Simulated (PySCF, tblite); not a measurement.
# BH5O6Si, a fragment of a glass network (dimer): NMR shifts, core binding energies and electronic excitations, part 2 of 2

tblite 0.8.0 and PySCF 2.14.0. Atoms count from 0, parts from 1. The steps go on from the part before.

### Step 5. Core-electron binding energies: SCAN, X2C

The job: settings as JSON, then the geometry in Å.

```
{"job": {"kind": "xps", "holes": 5}, "charge": 0, "multiplicity": 1}
O     -1.576293    -1.981014    -1.326563
B     -1.024496    -1.092622    -0.456740
O     -1.521213    -1.021283     0.823591
O     -0.003681    -0.274947    -0.825098
Si     0.891125     0.770417     0.109559
O      2.252329    -0.069172     0.481223
O     -0.020064     1.247916     1.391579
O      1.333964     2.113192    -0.728837
H     -1.133082    -1.951084    -2.180512
H     -2.232788    -1.651783     0.972130
H      2.998911     0.463021     0.769854
H     -0.675989     0.578597     1.640339
H      0.721022     2.851496    -0.662923
```

Method: delta-SCF UKS SCAN, pcX-2 on the ionised atom, pcseg-1 elsewhere, spin-free X2C.

The program printed:

```text
ground state, core basis on atom 3 (O), 172 functions
  cycle   1  E = -769.29220991  |g| = 1.50e+00
  cycle   2  E = -768.72471868  |g| = 2.31e+00
  cycle   3  E = -769.68668329  |g| = 9.89e-02
  cycle   4  E = -769.68745519  |g| = 7.47e-02
  cycle   5  E = -769.68840752  |g| = 1.60e-02
  cycle   6  E = -769.68844928  |g| = 6.99e-03
  cycle   7  E = -769.68845633  |g| = 3.03e-03
  cycle   8  E = -769.68845666  |g| = 5.30e-04
  cycle   9  E = -769.68845846  |g| = 1.82e-04
  E(ground) = -769.74305608 Eh
hole in O 1s of atom 3
  cycle   1  E = -749.07986980  |g| = 2.23e+00
  cycle   2  E = -748.63048749  |g| = 2.20e+00
  cycle   3  E = -749.80086542  |g| = 5.30e-01
  cycle   4  E = -749.83988921  |g| = 3.89e-01
  cycle   5  E = -749.89463256  |g| = 5.26e-02
  cycle   6  E = -749.89498501  |g| = 4.17e-02
  cycle   7  E = -749.89562927  |g| = 3.35e-03
  cycle   8  E = -749.89563340  |g| = 1.97e-03
  cycle   9  E = -749.89563475  |g| = 9.99e-04
  cycle  10  E = -749.89563582  |g| = 4.04e-04
  E(ion) = -749.95025967 Eh   <S^2> = 0.7612   hole on atom = 1.000   binding energy = 538.589 eV
ground state, core basis on atom 4 (Si), 183 functions
  cycle   1  E = -769.77981237  |g| = 3.10e-01
  cycle   2  E = -769.77623736  |g| = 1.89e-01
  cycle   3  E = -769.77766392  |g| = 1.61e-01
  cycle   4  E = -769.78224798  |g| = 2.85e-02
  cycle   5  E = -769.78238812  |g| = 5.42e-03
  cycle   6  E = -769.78239302  |g| = 8.51e-04
  cycle   7  E = -769.78239326  |g| = 2.96e-04
  E(ground) = -769.79846097 Eh
hole in Si 2p of atom 4
  cycle   1  E = -765.46738936  |g| = 1.25e+00
  cycle   2  E = -765.29878647  |g| = 1.21e+00
  cycle   3  E = -765.69799143  |g| = 4.28e-01
  cycle   4  E = -765.76701696  |g| = 1.03e-01
  cycle   5  E = -765.76994208  |g| = 3.99e-02
  cycle   6  E = -765.77044754  |g| = 1.96e-02
  cycle   7  E = -765.77058071  |g| = 5.89e-03
  cycle   8  E = -765.77059344  |g| = 2.04e-03
  cycle   9  E = -765.77059497  |g| = 4.83e-04
  E(ion) = -765.79678195 Eh   <S^2> = 0.7512   hole on atom = 1.003   binding energy = 108.891 eV
  2p3/2 = 108.667 eV   2p1/2 = 109.292 eV
ground state, core basis on atom 5 (O), 172 functions
  cycle   1  E = -769.68754695  |g| = 1.04e-01
  cycle   2  E = -769.68683750  |g| = 8.10e-02
  cycle   3  E = -769.68748740  |g| = 5.44e-02
  cycle   4  E = -769.68799758  |g| = 6.28e-03
  cycle   5  E = -769.68800377  |g| = 1.44e-03
  cycle   6  E = -769.68800233  |g| = 3.29e-04
  E(ground) = -769.74281035 Eh
hole in O 1s of atom 5
  cycle   1  E = -749.08268656  |g| = 2.22e+00
  cycle   2  E = -746.54829182  |g| = 2.61e+00
  cycle   3  E = -749.43905488  |g| = 1.03e+00
  cycle   4  E = -749.83299841  |g| = 3.81e-01
  cycle   5  E = -749.87041396  |g| = 2.02e-01
  cycle   6  E = -749.88304750  |g| = 8.90e-02
  cycle   7  E = -749.88587555  |g| = 1.87e-02
  cycle   8  E = -749.88599117  |g| = 7.33e-03
  cycle   9  E = -749.88600838  |g| = 3.00e-03
  cycle  10  E = -749.88601216  |g| = 7.08e-04
  cycle  11  E = -749.88601254  |g| = 3.38e-04
  E(ion) = -749.94069092 Eh   <S^2> = 0.7611   hole on atom = 1.000   binding energy = 538.843 eV
ground state, core basis on atom 6 (O), 172 functions
  cycle   1  E = -769.68660932  |g| = 1.23e-01
  cycle   2  E = -769.68371309  |g| = 1.52e-01
  cycle   3  E = -769.68760563  |g| = 4.00e-02
  cycle   4  E = -769.68787625  |g| = 8.88e-03
  cycle   5  E = -769.68788938  |g| = 2.19e-03
  cycle   6  E = -769.68789175  |g| = 3.95e-04
  E(ground) = -769.74228009 Eh
hole in O 1s of atom 6
  cycle   1  E = -749.09143731  |g| = 2.22e+00
  cycle   2  E = -748.67321300  |g| = 2.17e+00
  cycle   3  E = -749.82359835  |g| = 4.83e-01
  cycle   4  E = -749.85438702  |g| = 3.47e-01
  cycle   5  E = -749.89831056  |g| = 4.38e-02
  cycle   6  E = -749.89876208  |g| = 2.47e-02
  cycle   7  E = -749.89898178  |g| = 4.90e-03
  cycle   8  E = -749.89899107  |g| = 1.96e-03
  cycle   9  E = -749.89899346  |g| = 8.12e-04
  cycle  10  E = -749.89899422  |g| = 5.30e-04
  cycle  11  E = -749.89899516  |g| = 8.53e-05
  E(ion) = -749.95455415 Eh   <S^2> = 0.7615   hole on atom = 1.000   binding energy = 538.451 eV
ground state, core basis on atom 7 (O), 172 functions
  cycle   1  E = -769.68681433  |g| = 1.23e-01
  cycle   2  E = -769.68401646  |g| = 1.50e-01
  cycle   3  E = -769.68776893  |g| = 4.06e-02
  cycle   4  E = -769.68805396  |g| = 7.89e-03
  cycle   5  E = -769.68806350  |g| = 1.99e-03
  cycle   6  E = -769.68806388  |g| = 3.65e-04
  E(ground) = -769.74260958 Eh
hole in O 1s of atom 7
  cycle   1  E = -749.07973690  |g| = 2.22e+00
  cycle   2  E = -746.57516076  |g| = 2.61e+00
  cycle   3  E = -749.42596316  |g| = 1.04e+00
  cycle   4  E = -749.82587062  |g| = 3.94e-01
  cycle   5  E = -749.86603560  |g| = 2.03e-01
  cycle   6  E = -749.87911749  |g| = 8.54e-02
  cycle   7  E = -749.88170933  |g| = 1.82e-02
  cycle   8  E = -749.88181950  |g| = 7.42e-03
  cycle   9  E = -749.88183712  |g| = 3.02e-03
  cycle  10  E = -749.88183992  |g| = 7.76e-04
  cycle  11  E = -749.88184100  |g| = 4.24e-04
  E(ion) = -749.93682158 Eh   <S^2> = 0.7612   hole on atom = 1.000   binding energy = 538.943 eV
```

Wall time 31 s (1 thread of Intel Xeon 6975P-C, shared host); peak memory 0.65 GiB.

The holes in one table. −ε is the ground-state orbital energy:

| hole | stands for | environment | ΔSCF (eV; 2p as the shell's mean) | −ε (eV) | ⟨S²⟩ |
| --- | --- | --- | --- | --- | --- |
| O1s on O3 | O3 | oxygen bonded to B, Si | 538.59 | 516.8 | 0.761 |
| Si2p on Si4 | Si4 | silicon bonded to 4 O | 108.88 | 97.5 | 0.751 |
| O1s on O5 | O5 | oxygen bonded to Si, H | 538.84 | 516.7 | 0.761 |
| O1s on O6 | O6 | oxygen bonded to Si, H | 538.45 | 516.4 | 0.762 |
| O1s on O7 | O7 | oxygen bonded to Si, H | 538.94 | 516.8 | 0.761 |

With the spin-orbit splitting: Si4 2p3/2 108.67, 2p1/2 109.29 eV. The table gives each 2p level as the mean over the whole 2p shell (two parts 2p3/2, one part 2p1/2), which differs a little from the single hole in the log.

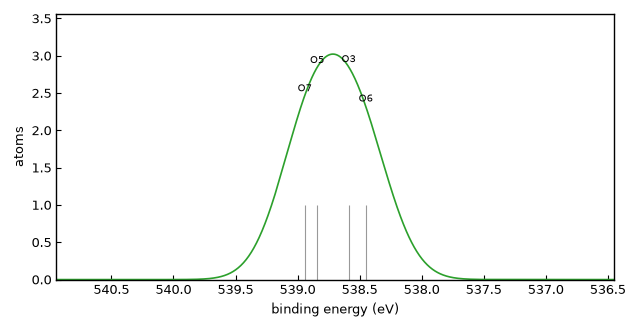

The O1s photoelectron lines, weighted by the number of atoms. Only 4 of the 6 O atoms are covered by sound results. Lines are broadened to a width of 0.60 eV (Gaussian).

### Step 6. Excited states and response: CAM-B3LYP/def2-SVPD

Same as in step 5 but for these lines:

```diff
@@ -1,2 +1,2 @@
-{"job": {"kind": "xps", "holes": 5}, "charge": 0, "multiplicity": 1}
+{"job": {"kind": "uv", "xc": "CAM-B3LYP", "basis": "def2-SVPD", "nstates": 6, "ntriplets": 2, "ip": true}, "charge": 0, "multiplicity": 1}
 O     -1.576293    -1.981014    -1.326563
```

Level: TDDFT CAM-B3LYP/def2-SVPD, vertical, gas phase, core orbitals frozen in the response.

The program printed:

```text
coarse grid: 12328 points
cycle   1  E = -768.0252235329  dE =  1.367e+00  |g| = 1.388e+00  |ddm| = 6.117e+00
cycle   2  E = -767.9189617988  dE =  1.063e-01  |g| = 1.624e+00  |ddm| = 5.081e+00
cycle   3  E = -768.3807882708  dE = -4.618e-01  |g| = 5.954e-02  |ddm| = 2.321e+00
cycle   4  E = -768.3812776131  dE = -4.893e-04  |g| = 3.537e-02  |ddm| = 1.156e-01
cycle   5  E = -768.3814830601  dE = -2.054e-04  |g| = 1.112e-02  |ddm| = 4.960e-02
cycle   6  E = -768.3815057359  dE = -2.268e-05  |g| = 1.575e-03  |ddm| = 1.751e-02
cycle   7  E = -768.3815060884  dE = -3.525e-07  |g| = 9.965e-04  |ddm| = 3.044e-03
final grid: 117248 points
cycle   8  E = -768.5249798579  dE = -4.350e-05  |g| = 3.145e-03  |ddm| = 9.668e-02
cycle   9  E = -768.5249796669  dE =  1.910e-07  |g| = 3.567e-03  |ddm| = 8.882e-03
cycle  10  E = -768.5249818476  dE = -2.181e-06  |g| = 3.087e-04  |ddm| = 3.531e-03
cycle  11  E = -768.5249818654  dE = -1.776e-08  |g| = 2.037e-04  |ddm| = 9.278e-04
cycle  12  E = -768.5249818731  dE = -7.698e-09  |g| = 4.175e-05  |ddm| = 2.871e-04
cycle  13  E = -768.5249818734  dE = -3.815e-10  |g| = 1.111e-05  |ddm| = 1.100e-04
converged SCF energy = -768.5249818734

Static polarisability (au): isotropic 57.527, principal 50.745 56.371 65.465

Singlet excitations
state   eV       nm        f      main configurations
  1   7.9360    156.2   0.01448   H->L 0.65, H->L+1 0.21
  2   8.2927    149.5   0.02022   H-1->L 0.35, H-3->L 0.22, H-1->L+1 0.10
  3   8.3191    149.0   0.00764   H-3->L 0.28, H-1->L 0.19, H-1->L+1 0.17
  4   8.5637    144.8   0.03526   H-2->L 0.27, H-3->L 0.23
  5   8.6781    142.9   0.05198   H-4->L 0.47
  6   8.8433    140.2   0.05554   H-5->L 0.32, H-2->L 0.26

Triplet excitations (Tamm-Dancoff, eV): 7.6686 7.9694
Vertical ionisation energy (delta-SCF) = 11.5890 eV
```

Run time: 4 min. Hardware: 1 thread of Intel Xeon 6975P-C, shared host; peak memory 1.2 GiB.

The orbitals next to the gap, with their largest atomic shares:

| orbital | eV | atoms |
| --- | --- | --- |
| HOMO−3 | -11.41 | O0 40 %, O2 36 %, B1 7 % |
| HOMO−2 | -11.26 | O6 33 %, O3 24 %, O5 14 % |
| HOMO−1 | -11.12 | O7 53 %, O3 18 %, O5 10 % |
| HOMO | -10.60 | O6 48 %, O5 31 %, O3 8 % |
| LUMO | 0.25 | B1 39 %, Si4 14 %, O2 9 % |
| LUMO+1 | 0.90 | Si4 18 %, O7 14 %, O5 12 % |
| LUMO+2 | 1.45 | O0 30 %, O2 23 %, H8 13 % |

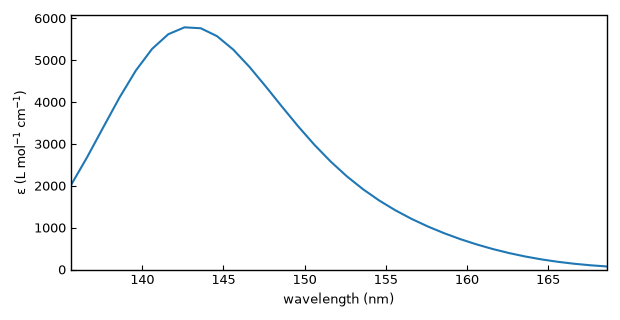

Absorption spectrum: each of the 6 states is a Gaussian band of 0.4 eV half-width at 1/e. Beyond the last state computed it falls off for lack of states.

Further results of this job:

| property | computed |
| --- | --- |
| dipole moment (D) | 1.32 |
| polarisability (Å³) | 8.52 |
| HOMO–LUMO gap (eV) | 10.84 |
| −ε(HOMO) (eV) | 10.60 |

### Step 7. Summary of results

This closing draws on all 2 parts.

| quantity | value |
| --- | --- |
| point group | C1 |
| rotational constants (main isotopes) | 3.01, 1.11, 1.02 GHz |
| 1H shifts against TMS (PBE0/pcSseg-1) | 3.99, 3.24, 3.12, 1.86, 1.80 ppm |
| 17O shifts against H2O (PBE0/pcSseg-1) | 109.6, 89.8, 81.2, 60.5, 50.9, 50.4 ppm |
| 11B shifts against BF3·OEt2 (PBE0/pcSseg-1) | 17.8 ppm |
| 29Si shifts against TMS (PBE0/pcSseg-1) | -66.5 ppm |
| potential on the surface of density 0.002 e/bohr³, 1st and 99th percentile | -1.46 V and 2.45 V |
| O1s binding energies, SCAN/pcX-2 (standing for 4 of 6 atoms) | O7 538.94, O5 538.84, O3 538.59, O6 538.45 eV |
| Si2p binding energies, SCAN/pcX-2 | Si4 108.88 eV |
| lowest singlet (CAM-B3LYP/def2-SVPD) | 7.94 eV (156 nm), f = 0.014 |
| brightest single state of those computed | state 6, 8.84 eV, f = 0.056 |
| lowest triplet | 7.67 eV |
| vertical ionisation energy (ΔSCF) | 11.59 eV |

What this shows: The start of the PBE0/def2-SVP relaxation was shaken at random by about 0.01 Å, so part of the energy gained, and of the first lengths quoted, undoes that. Relaxing lowered the energy by 0.211 eV in 9 steps; the close pair that moved most is O3–Si4, from 1.599 to 1.663 Å (PBE0/def2-SVP). At PBE0/pcSseg-1: The largest span, 126 ppm, is at O0, where the paramagnetic term is -142 ppm. At SCAN/pcX-2: O7 (oxygen bonded to Si, H) binds its O1s electron 0.49 eV more tightly than O6 (oxygen bonded to Si, H). Only 4 of the 6 O atoms are covered by sound results. The lowest singlet, at 7.94 eV, is HOMO→LUMO 0.65, HOMO→LUMO+1 0.21 and is weak; of the 6 states computed, the strongest absorption comes from state 6 at 8.84 eV (the last computed, so partners may be missing). The lowest triplet lies 0.27 eV below the lowest singlet (triplets in Tamm-Dancoff, singlets in full TDDFT). ΔSCF puts the ionisation energy at 11.59 eV, 0.99 eV above −ε(HOMO). A capped cluster stands for the solid here, so long-range fields and strain are missing, and bands or shifts of the capping hydrogens have no counterpart in it.
